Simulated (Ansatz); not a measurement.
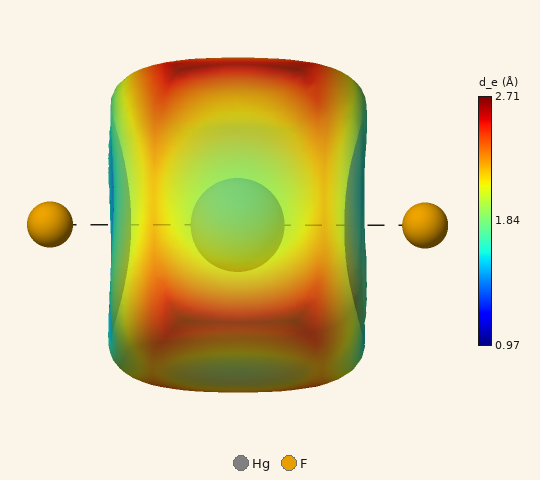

Hirshfeld surface computed for one Hg atom in Rb₂HgHF₂ in space group P4/mmm, coloured by d_e. Dashed lines lead to the closest neighbours outside.

The surface is where the fragment's share of the procrystal density (the sum of the densities of spherically averaged neutral Hartree-Fock atoms) equals one half. d_i and d_e are the distances from the surface to the nearest nucleus inside and outside. From Rb on the atoms have core potentials, so only their outer electrons count. X–H bonds are as in the structure, not normalised.

The cell is taken from the input geometry of an electronic-structure calculation (not necessarily at equilibrium); the starting structure was generated, so it need not be a known form of this composition.

```
Rb Hg H F
1.0
     3.67939    0.00000    0.00000
     0.00000    3.67939    0.00000
     0.00000    0.00000   12.71275
Rb Hg H F
2 1 1 2
Direct
  0.00000 0.00000 0.13541
  0.00000 0.00000 0.86459
  0.00000 0.00000 0.50000
  0.50000 0.50000 0.00000
  0.00000 0.00000 0.67699
  0.00000 0.00000 0.32301
```

Q: What is the shortest distance from the fragment to an atom outside it?

A: Hg–F, 2.25 Å.

Q: How is the surface shared among contacts (nearest atom inside ··· nearest atom outside)?

A: Hg···F 56 %, Hg···Hg 44 %. The surface faces 6 neighbours with more than 2 % of its area each: 4 Hg + 2 F.

Q: Give the size and shape of the surface.

A: It encloses about 34.6 Å³, has an area of about 57 Å² and a globularity of 0.90 (1 for a sphere).
